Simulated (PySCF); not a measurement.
**H$_{4}$O$_{5}$W: density, localisation and related maps**

Input file:

```
mol = gto.M(atom='''
W      0.05784     0.06408    -0.19335
O     -0.13474    -0.19075     1.51161
O      0.02616    -0.06468    -2.11028
H     -0.32557    -0.65494    -2.78640
O      1.95404     0.01341    -0.18530
H      2.40413    -0.06915     0.66855
O     -0.70874     1.79730    -0.23575
H     -0.96447     2.19756     0.60849
O     -1.02095    -1.52870    -0.42066
H     -1.28769    -1.90095     0.43414''',
    basis={'W': 'def2-SVP', 'O': 'def2-SVP', 'H': 'def2-SVP'},
    ecp={'W': 'def2-SVP'},
    charge=0, spin=0)
mf = dft.RKS(mol, xc='B3LYP')
mf.grids.atom_grid = (75, 302)  # f atoms: at least (60, 302), unpruned
mf = mf.density_fit()  # W def2-universal-JKFIT, O def2-universal-JKFIT, H def2-universal-JKFIT
mf.conv_tol = 1e-09; mf.max_cycle = 55
mf.kernel(dm0)
```

Run with:

```sh
OMP_NUM_THREADS=2 python run.py
```

Core potentials replace the inner electrons of W.

Level of theory: PySCF 2.14.0, RKS B3LYP, W def2-SVP with ECP60, O def2-SVP, H def2-SVP; non-relativistic Hamiltonian with scalar-relativistic core potentials where named; density fitting.

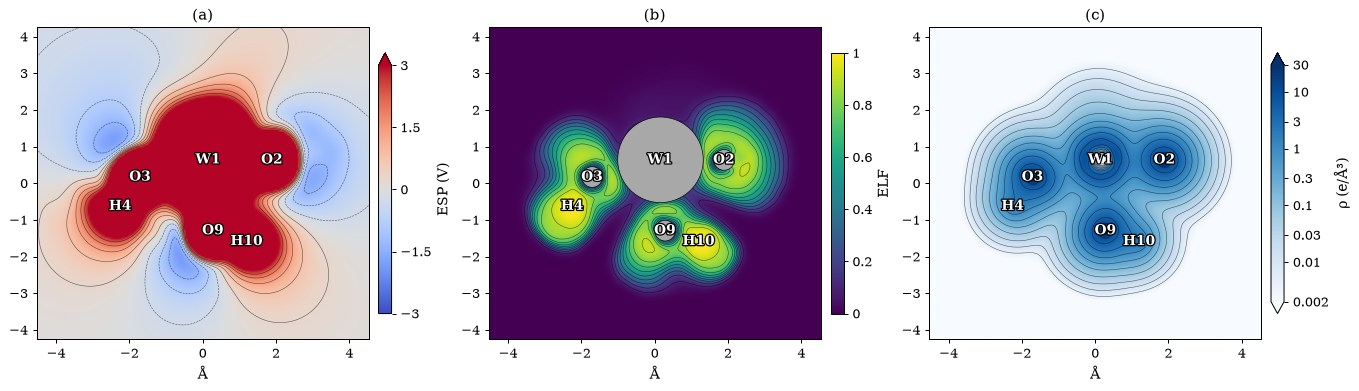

Figure 1. (a) electrostatic potential; (b) ELF; (c) electron density on the plane of atoms O3, W1 and O9. Grey discs cover the atomic cores in the ELF map.

Q: Describe what can be read from this map.

A:
- The plane passes through W, O and H nuclei.
- W1···H10 (2.46 Å): the density falls to about 0.64 e/Å³ on the way; the ELF climbs to about 0.95 towards the hydrogen.
- W–O (1.73 Å): the density is about 1.7 e/Å³ at the midpoint; the ELF peaks at about 0.80 in the valence shell of O, 0.5 Å from its nucleus, and drops to about 0.30 between the two atoms.
- O–H (0.96 Å): the density is about 3.7 e/Å³ at the midpoint; the ELF climbs to about 1 towards the hydrogen (a covalent bond by its length).
- W–O (1.92 Å): ρ is about 1 e/Å³ halfway; the ELF peaks at about 0.85 in the valence shell of O, 0.5 Å from its nucleus, and drops to about 0.25 between the two atoms.
- W–O (1.94 Å): the density is about 1 e/Å³ at the midpoint; the ELF peaks at about 0.85 in the valence shell of O, 0.6 Å from its nucleus, and drops to about 0.30 between the two atoms.
- Outside the dense part of the molecule the potential is most negative (−1.8 V) near O9.

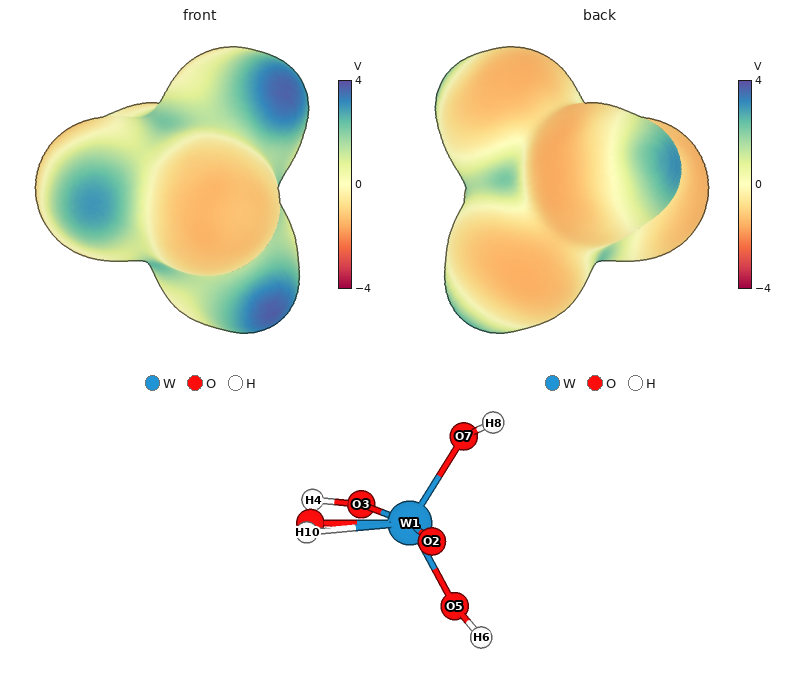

Figure 2. The molecular electrostatic potential painted on the density surface at 0.004 e/bohr³, seen from the front and from behind; the colour scale runs from red (negative) to blue (positive). The bare structure is drawn below in the same view.

Q: Describe the electrostatic potential map.

A: The most negative region (about −1.6 V) lies over O3 and O5, the most positive (about +3.7 V) over H6 and H8.

Q: What dipole moment does the calculation give?

A: Its dipole moment is 1.38 D.

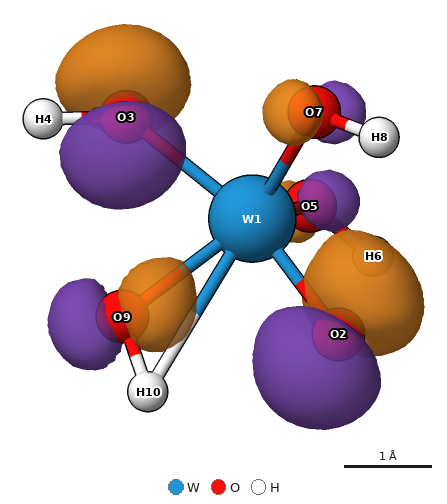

Figure 3. The HOMO−1 at ±0.15 Å⁻³ᐟ² (orange and purple are the two phases), seen from one side.

Q: What is the character of this orbital?

A: Its weight (Hirshfeld) is mainly on O2 (about 40 %), O3 (about 30 %) and O9 (about 10 %); largely a combination of lone pairs on O2, O3 and O9. Its energy is −8.52 eV.

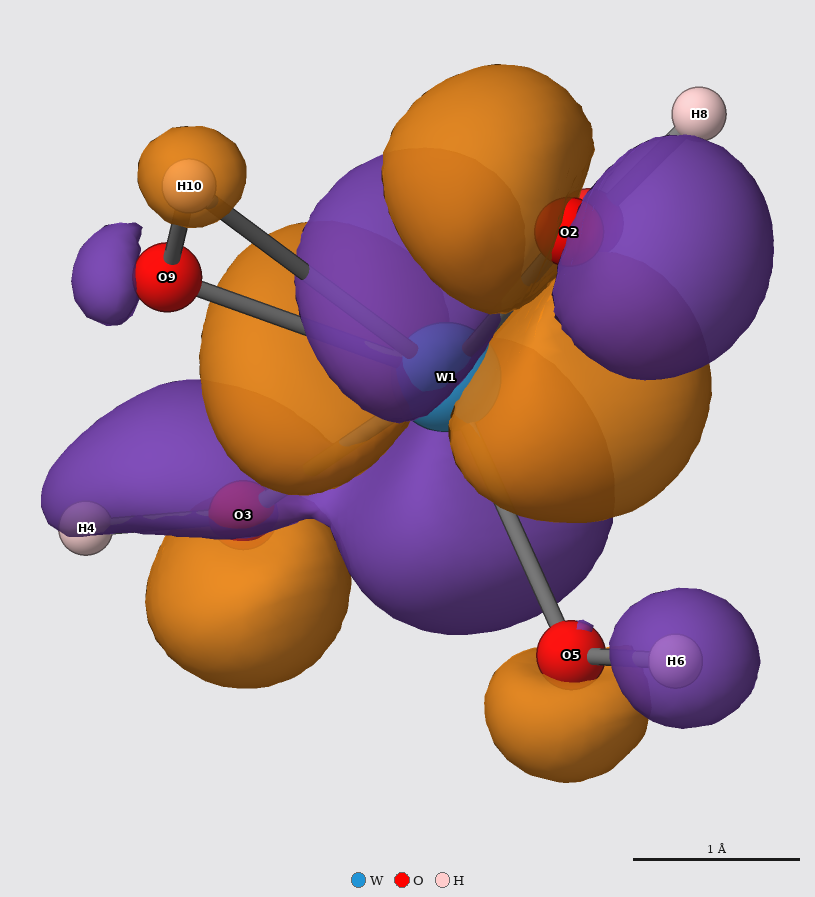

Figure 4. One frontier orbital at ±0.1 Å⁻³ᐟ² (orange and purple are the two phases), seen at a tilt.

Q: Which orbital is it: HOMO or LUMO?

A: The LUMO, at −1.83 eV. Its weight (Hirshfeld) is mainly on W1 (about 60 %), O2 (about 20 %) and O3 (about 10 %).
